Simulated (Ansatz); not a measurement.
# Single-point calculation of C₇H₂₀BN (charge +1)

C₇H₂₀BN (B(NH2tBu)Me3), charge +1, multiplicity 2, computed with UKS PBE0-D4/def2-TZVP (Ansatz 0.2.0).

The geometry comes from this level: r2SCAN-D4/def2-SVP.

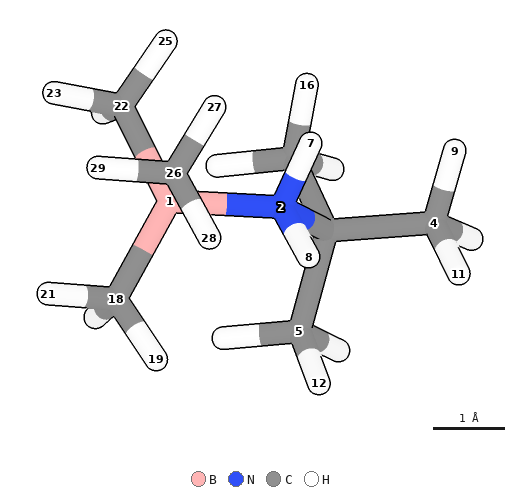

*The input geometry (stick view, seen at a tilt; atoms are numbered from 1 in the order of the input).*

Bond lengths as drawn: B–C 1.57 Å, B–N 1.59 Å, C–C 1.52 to 1.53 Å, C–H 1.09 to 1.11 Å, C–N 1.56 Å and H–N 1.03 Å.

**The input**
```yaml
crystal:
  periodic: [false, false, false]
  atoms:
    - {symbol: B, position_ang: [-0.267992, -0.367977, -1.181376]}
    - {symbol: N, position_ang: [-0.294371, -0.479598, 0.405792]}
    - {symbol: C, position_ang: [0.386563, 0.577448, 1.329605]}
    - {symbol: C, position_ang: [0.045520, 0.134830, 2.752199]}
    - {symbol: C, position_ang: [1.890680, 0.539232, 1.093036]}
    - {symbol: C, position_ang: [-0.202108, 1.948402, 1.024980]}
    - {symbol: H, position_ang: [-1.274889, -0.517015, 0.710913]}
    - {symbol: H, position_ang: [0.114274, -1.381908, 0.679586]}
    - {symbol: H, position_ang: [-1.042128, 0.138285, 2.931785]}
    - {symbol: H, position_ang: [0.499299, 0.831292, 3.471736]}
    - {symbol: H, position_ang: [0.440793, -0.870172, 2.973353]}
    - {symbol: H, position_ang: [2.306420, -0.471035, 1.236604]}
    - {symbol: H, position_ang: [2.166956, 0.900576, 0.093618]}
    - {symbol: H, position_ang: [2.375687, 1.199669, 1.826553]}
    - {symbol: H, position_ang: [0.089770, 2.314321, 0.030928]}
    - {symbol: H, position_ang: [-1.301073, 1.954340, 1.101366]}
    - {symbol: H, position_ang: [0.182147, 2.666054, 1.764369]}
    - {symbol: C, position_ang: [1.090466, -0.746913, -1.873866]}
    - {symbol: H, position_ang: [1.707502, -1.500227, -1.359996]}
    - {symbol: H, position_ang: [1.696478, 0.179191, -1.935588]}
    - {symbol: H, position_ang: [0.950705, -1.064087, -2.918103]}
    - {symbol: C, position_ang: [-1.326537, 0.608992, -1.811145]}
    - {symbol: H, position_ang: [-1.556198, 0.357225, -2.857260]}
    - {symbol: H, position_ang: [-0.863613, 1.614793, -1.852804]}
    - {symbol: H, position_ang: [-2.275721, 0.717881, -1.263424]}
    - {symbol: C, position_ang: [-1.315615, -2.200432, -1.562529]}
    - {symbol: H, position_ang: [-2.259654, -1.994639, -1.048995]}
    - {symbol: H, position_ang: [-0.624963, -2.916909, -1.107526]}
    - {symbol: H, position_ang: [-1.338410, -2.171648, -2.653804]}
basis:
  gaussian: {orbitals: def2-TZVP, initial_orbitals: start.molden}
total_charge: 1
magnetization: {spin_polarized: true, initial_magnetization: 1}
hamiltonian: {xc: pbe0, dispersion: d4}
scf: {omitted_lower_state_checks: [starts]}
output: {orbitals: {seedname: orbitals}}
```

Command:
```bash
ansatz run in.yaml --threads 4 --pin off --events-out ev --progress --plain --max-ram 6963MiB
```

**Output**
```
Functional definition: PBE0
  name "PBE0"
  cite "Adamo & Barone, J. Chem. Phys. 110, 6158 (1999) doi:10.1063/1.478522"
  cite "Perdew, Burke & Ernzerhof, Phys. Rev. Lett. 77, 3865 (1996) doi:10.1103/PhysRevLett.77.3865"
  parent pbe
  parameter a = 0.25
  parameter kappa = 0.804
  parameter beta = 0.06672455060314922
  exchange = (1 - a)*pbe_x(kappa = kappa, mu = beta*pi^2/3) + a*exact_x
  correlation = pbe_c(beta = beta)
these checks for a lower state are left out or cut short: starts
2464 factors; their error is unknown
mean field evaluation 1: about -9731.8153 eV, gradient 1.0e2 eV
mean field evaluation 2: about -9736.5487 eV, gradient 4.2e0 eV
mean field evaluation 4: about -9736.5578 eV, gradient 5.6e-1 eV
mean field evaluation 8: about -9736.5588 eV, gradient 2.5e-5 eV
mean field -9736.55880173 eV, -357.8119362870 hartree, gradient 2.5e-5 eV, S^2 0.754327; 0 other end points of the search recorded, 0 dependent functions left out
reference -9736.55884345 eV, -357.8119378202 hartree; 37, 36 occupied and 362, 363 virtual orbitals, 2464 factors
Total energy: -9737.15925108 eV, -357.8340023937 hartree
Checks for a lower state left out: starts
```

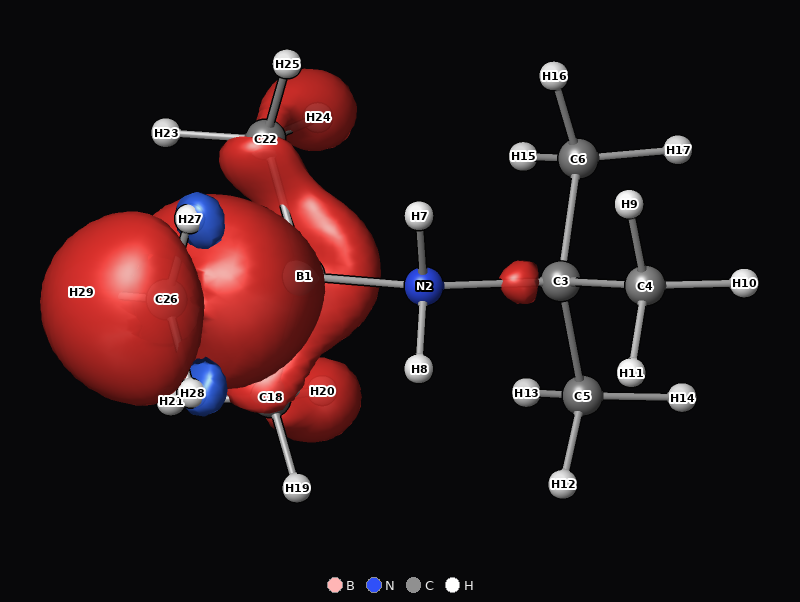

*Isosurfaces of the spin density at +0.02 (red) and −0.02 e/Å³ (blue), seen face on.*

The unpaired spin (1 electron) lies mostly on C26 (about 0.6) and B1 (about 0.1), in electrons by Hirshfeld's partition.

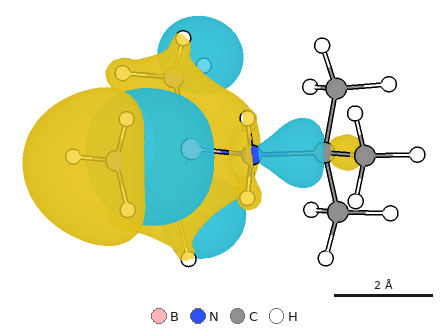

*The LUMO (β) at ±0.06 Å⁻³ᐟ² (yellow and cyan are the two phases), seen face on.*

Its weight (Hirshfeld) is mainly on C26 (45 %) and B1 (20 %). Its energy is −7.96 eV.

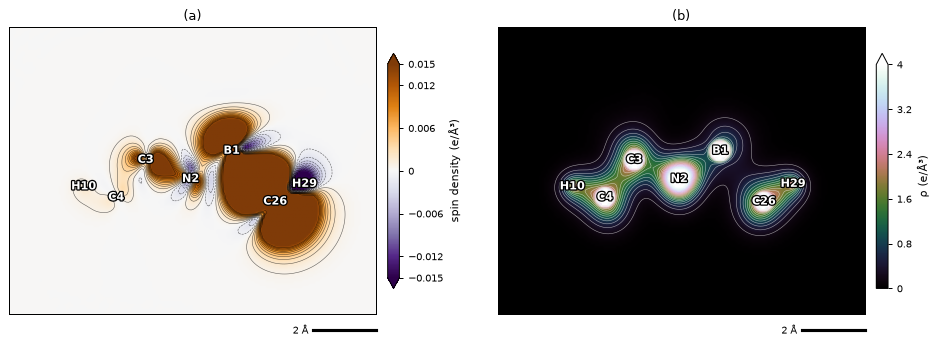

*(a) spin density; (b) total electron density on the plane of atoms B1, N2 and C3.*

The section cuts through B, N, C and H sites. C26···B1 (2.14 Å): ρ is about 0.36 e/Å³ halfway. C–C (1.53 Å): ρ at the midpoint is about 1.7 e/Å³. B–N (1.59 Å): ρ at the midpoint is about 1.3 e/Å³. C–H (1.09 Å): ρ at the midpoint is about 2.1 e/Å³. The unpaired spin (1 electron) lies mostly on C26 (about 0.6) and B1 (about 0.1), in electrons by Hirshfeld's partition.

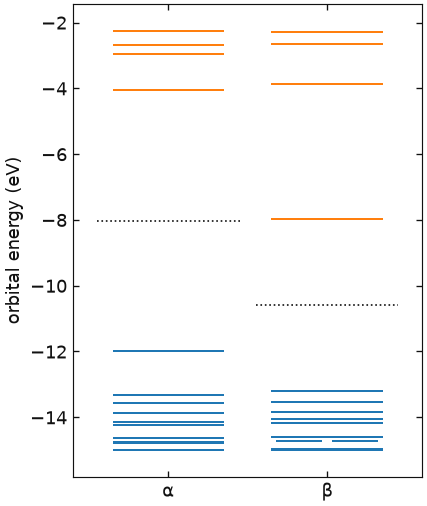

*Orbital energies near the frontier for α and β spins; the dotted line parts filled from empty levels, and levels within 0.02 eV of each other stand side by side.*

α: highest filled −12.00 eV, lowest empty −4.05 eV, 7.95 eV apart; β: highest filled −13.21 eV, lowest empty −7.96 eV, 5.25 eV apart.

**Summary**

| quantity | value |
| --- | --- |
| outcome | converged |
| total energy | −9737.1593 eV |
| mean-field energy | −9736.5588 eV |
| dispersion energy | −0.6004 eV |
| ⟨S²⟩ | 0.754 |
| SCF solution under orbital rotations | stable |
| HOMO (either spin) | −12.00 eV |
| LUMO (either spin) | −7.96 eV |
| hardware | 4 threads of Arm Neoverse N1, 23 GiB of memory available, shared host |
| wall time | 54 s (CPU time 3.5 min) |
| peak memory | 2 GiB |
